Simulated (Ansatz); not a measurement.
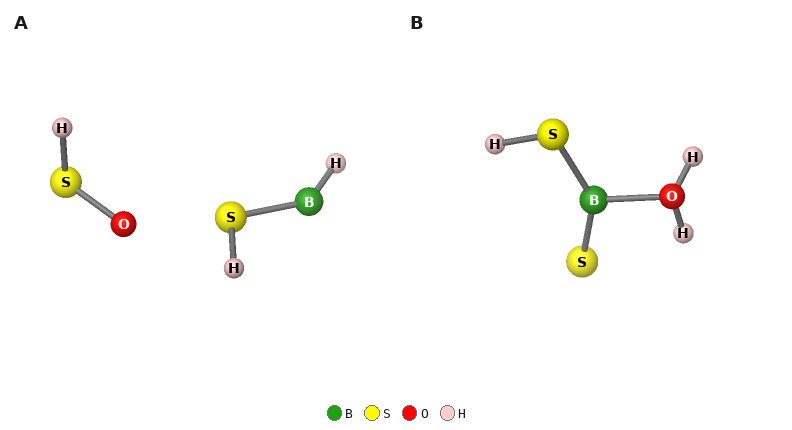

2 stationary structures of one formula. Geometries: PBE-D4/def2-SVP. Electronic energies: PBE-D4/def2-SVP (Ansatz 0.2.0), without zero-point energy. No frequency run is at hand to confirm each as a minimum. Each is one conformer, not always the lowest.

Which structure is the most stable?

B is lowest (C1); A lies 5.192 eV above it (C1).
